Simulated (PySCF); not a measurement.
SMILES C[Si](C)(C)[Zn][SeH] at its GFN2-xTB optimised geometry (Å):

```
16

Zn     0.6121    -1.2022     0.0000
Se     1.9117     0.4850    -1.3041
H      3.3086     0.2949    -1.2164
Si    -1.7794    -1.2022     0.0000
C     -2.2565     0.6523     0.0000
C     -2.5987    -2.0808     1.4876
C     -2.3863    -2.0121    -1.6261
H     -3.3086     0.7917    -0.2311
H     -2.0668     1.1134     0.9654
H     -1.6821     1.2022    -0.7417
H     -2.2830    -1.6534     2.4338
H     -2.3619    -3.1395     1.5057
H     -3.6785    -1.9857     1.4263
H     -2.1785    -3.0780    -1.6447
H     -1.9073    -1.5668    -2.4938
H     -3.4589    -1.8845    -1.7422
```

Level of theory: PBE0/def2-TZVP (PySCF). Cells within 0.4 Å of a nucleus heavier than hydrogen are left out (blank, or x).

Map of the HOMO−1 amplitude (bohr^(-3/2)) on the plane z = 0.0 Å; orbital energy -6.51 eV, overall sign arbitrary:

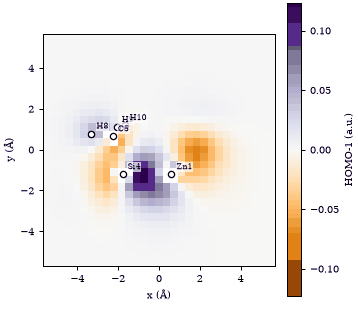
Fig. 1. HOMO−1 amplitude (bohr^(-3/2)) on the plane z = 0.0 Å.
